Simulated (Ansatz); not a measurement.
Hf (hcp, Mg type), conventional cell a = b = 3.1979 Å, c = 5.0473 Å, α = β = 90.00°, γ = 120.00°. The calculation uses the primitive cell of 2 atoms, to which meshes and values per cell refer.

Grid over V/V₀ and (c/a)/(c/a)₀, subscript 0 meaning the relaxed cell; the conventional c axis lies along z; no internal relaxation.

Method: r2SCAN (plane waves to 500 eV, PAW, scalar-relativistic; Ansatz, a program for electronic structure). k mesh 17×17×9 (Γ-centred), Fermi-Dirac smearing 0.05 eV. Energies are smeared free energies. Compression counts positive. With partly filled bands, the response to shear is sensitive to the k mesh, so small differences along c/a are uncertain. Hf is run without spin polarisation. Hf was relaxed with its symmetry unable to fall. Spin-orbit coupling is left out, though Hf is heavy. ΔE is measured from the relaxed starting cell.

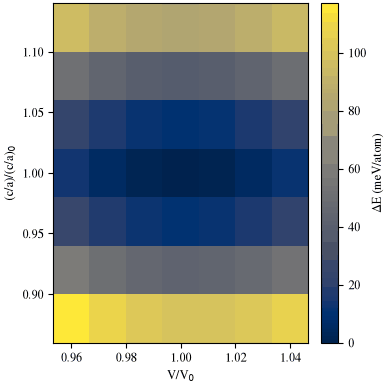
Figure: ΔE (meV/atom) over the 7×7 grid of computed points.

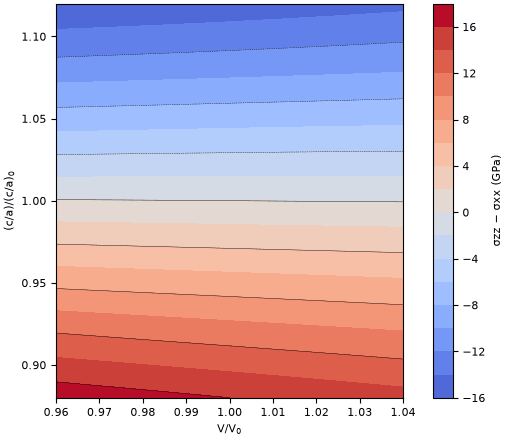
*σzz − σxx (GPa) over the 7×7 grid of computed points.*

The modulus against c/a change at fixed volume, (3/4V)·∂²E/∂(ln c/a)² (fit, atoms clamped) is 69 GPa. Highest place on the grid: V/V₀ = 0.960, (c/a)/(c/a)₀ = 0.880 (117 meV/atom). Lowest place on the grid: V/V₀ = 1.000, (c/a)/(c/a)₀ = 1.000 (0 meV/atom).

Near the relaxed cell σzz − σxx = −2Cδ (compression positive), C being this modulus and δ the logarithm of the ratio.

(Under strain, the slope of the energy per volume gives the stress and its curvature an elastic modulus.)
